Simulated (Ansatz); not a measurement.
The calculation's input:

```
crystal:
  lattice:
    - [0.0, 3.6942311325, 3.6942311325]
    - [3.6942311325, 0.0, 3.6942311325]
    - [3.6942311325, 3.6942311325, 0.0]
  atoms:
    - { symbol: Ge, position: [0.125, 0.125, 0.125] }
    - { symbol: Ge, position: [0.625, 0.125, 0.125] }
    - { symbol: Ge, position: [0.125, 0.125, 0.625] }
    - { symbol: Ge, position: [0.125, 0.625, 0.125] }
    - { symbol: "N", position: [0.5, 0.5, 0.5] }
    - { symbol: "N", position: [0.75, 0.75, 0.75] }
basis:
  ecutwfc: 420
kpoints:
  mp_grid: { grid: [10, 10, 10] }
hamiltonian:
  xc: pbe
scf:
  occupations: { method: gaussian, width: 0.1 }
output:
  forces: true
  stress: true
  eigenvalues: true
  write_density: true
  write_potential: true
  elf: true
  volumetric_format: npy
relax:
  adjacent_minimum: "off"
  f_tol: 0.01
  max_steps: 80
  cell: { stress_tol: 0.05 }
```

Command:

```sh
ansatz run input.yaml --threads 1 --pin off --max-ram 2560MiB --backend cpu --events-out ev --progress --plain --runs-dir out
```

Below, planes, directions and counts refer to the conventional cell (a = 7.39 Å, b = 7.39 Å, c = 7.39 Å, α = 90.00°, β = 90.00°, γ = 90.00°).

Space group Fd-3m; a structure generated by program, which may or may not match a known phase.

Level of theory: Ansatz 0.2.0, DFT PBE, scalar-relativistic, plane waves, PAW.

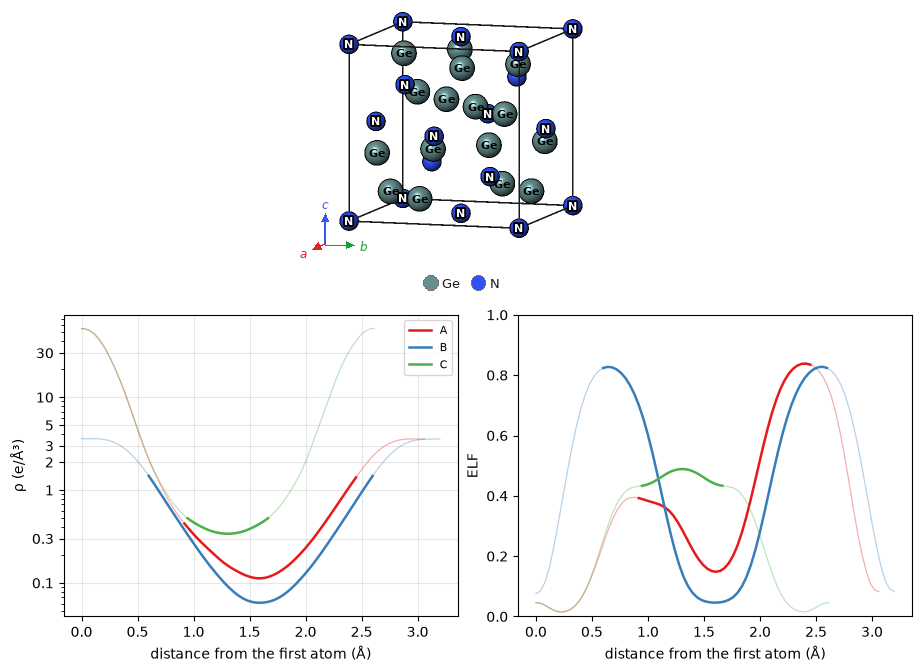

Ge2N. Valence electron density and ELF along straight lines between neighbouring atoms. Thin, pale parts lie inside the atomic spheres. The structure is drawn too.

Core electrons are frozen (PAW), and the valence fields are smoothed inside the atomic spheres.

Which curve belongs to which contact (Ge–Ge, Ge–N and N–N)? The first atom named is at distance zero.

Curve A: Ge–N (3.06 Å): ρ is about 0.11 e/Å³ halfway; the ELF is about 0.15 at the midpoint: no shared electron pair shows on this line. Curve B: N–N (3.20 Å): the density is about 0.06 e/Å³ at the midpoint; the ELF is about 0.05 at the midpoint: no localised pair shows between them. Curve C: Ge–Ge (2.61 Å): ρ is about 0.34 e/Å³ halfway; the ELF is about 0.50 at the midpoint.
